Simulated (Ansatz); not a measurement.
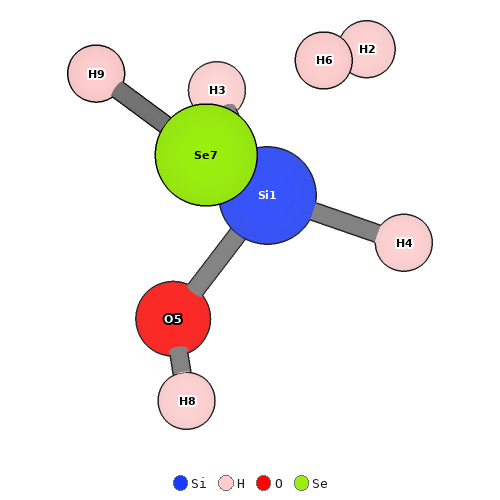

The system is the reacting system H₆OSeSi (fragments H₆OSeSi where the first distance is long, H₄OSeSi + H₂ where the second is long); the picture shows the reference structure. 
- First axis: distance H2–H6 (bond that forms). Second axis: distance Si1–H2 (bond that breaks).
- Relaxed at each point: all other coordinates.
- The grid has 9 × 9 points.
- Points are written as (first, second).
- All energies are given in kJ/mol relative to a guessed transition structure relaxed with its forming and breaking bonds held.
- Energies and slopes of some neighbouring points disagree (a jump in structure or state, or too coarse a mesh). The reference is spin-restricted, so regions where a bond is pulled apart into radicals lie too high.
- These are results of Ansatz 0.2.0, RKS PBE0-D4/def2-SVP, not measurements.

Its coordinates:

| atom | x (Å) | y (Å) | z (Å) |
| --- | --- | --- | --- |
| Si | -0.5353 | -0.2565 | 0.2518 |
| H | 0.7601 | -1.6119 | 0.1191 |
| H | -1.0004 | -1.1055 | -0.8632 |
| H | -0.3061 | -0.7028 | 1.6502 |
| O | -1.7163 | 0.9148 | 0.2752 |
| H | 1.3445 | -0.8687 | -0.1213 |
| Se | 1.7190 | 1.0719 | -0.4085 |
| H | -1.6285 | 1.6170 | 0.9272 |
| H | 1.3630 | 0.9417 | -1.8305 |

Range: distance H2–H6 (bond that forms) from 0.666 to 2.466 Å; distance Si1–H2 (bond that breaks) from 1.278 to 3.078 Å.

**Predict the map.**

The lowest grid point is at (2.466 Å, 3.078 Å), −169 kJ/mol from a guessed transition structure relaxed with its forming and breaking bonds held. It lies in a valley that leaves the map towards separated partners. The energy also falls towards the edge at (0.800 Å, 3.078 Å) (1.6 kJ/mol above the lowest), where a further well may lie outside the range. The highest grid point, (2.466 Å, 1.278 Å), lies 337 kJ/mol above the lowest.

```tsv
second ↓, first →	0.666	0.800	0.984	1.194	1.423	1.666	1.922	2.189	2.466
3.078	−151	−168	−116	−25	−133	−160	−165	−167	−169
2.801	−148	−165	−113	−18	−145	−157	−163	−166	−168
2.534	−143	−160	−109	−16	−139	−153	−160	−163	−163
2.278	−132	−150	−100	−9	−130	−146	−152	−154	−152
2.035	−112	−131	−84	3	−116	−132	−137	−137	−133
1.806	−80	−101	−58	21	−91	−106	−110	−108	−98
1.596	−27	−51	−14	51	−49	−60	−62	−58	−41
1.412	58	30	58	50	24	17	17	24	51
1.278	164	133	154	142	123	119	119	129	167
```

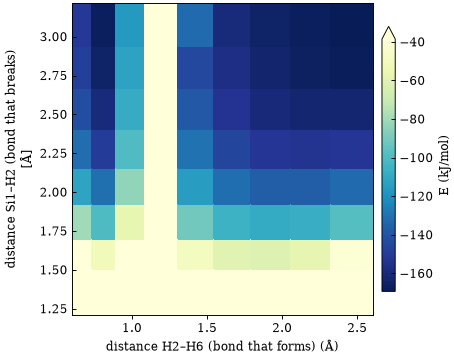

The picture shows one coloured cell a grid point, one colour for all values above the top of the scale.

Each point was launched as `ansatz run input.yaml --threads 1 --pin off --max-ram 2560MiB --backend cpu --events-out ev --progress --plain --runs-dir out`. Time for the 81 points that were run: 41 min on 1 thread of Arm Neoverse V1 (shared host).
